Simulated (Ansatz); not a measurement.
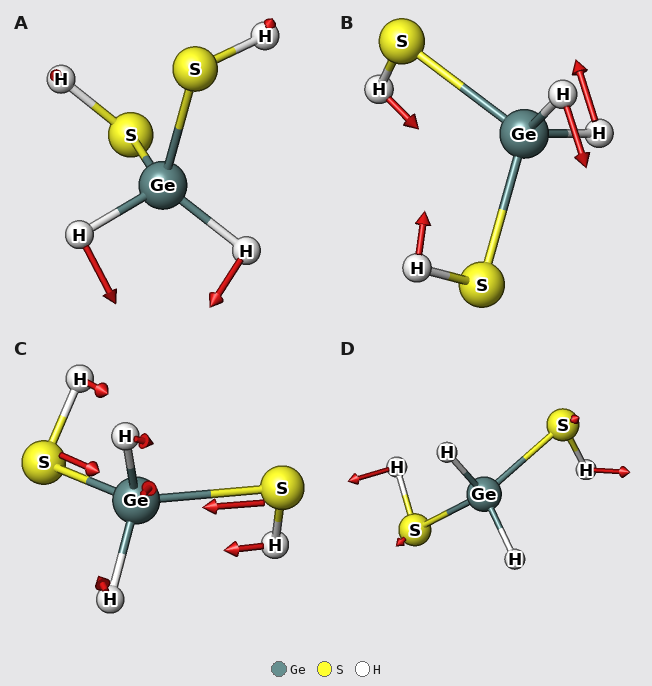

4 normal modes of one molecule or complex, as arrows. Harmonic vibrations computed with RKS PBE0-D4/def2-TZVP (Ansatz 0.2.0) at a stationary point of the same level.

Match the panels to the wavenumbers 119 cm⁻¹, 398 cm⁻¹, 599 cm⁻¹, 856 cm⁻¹.

A: 856 cm⁻¹, H–Ge–H bending
B: 599 cm⁻¹, H–Ge–S bending
C: 398 cm⁻¹, in-phase stretching of 2 Ge–S bonds
D: 119 cm⁻¹
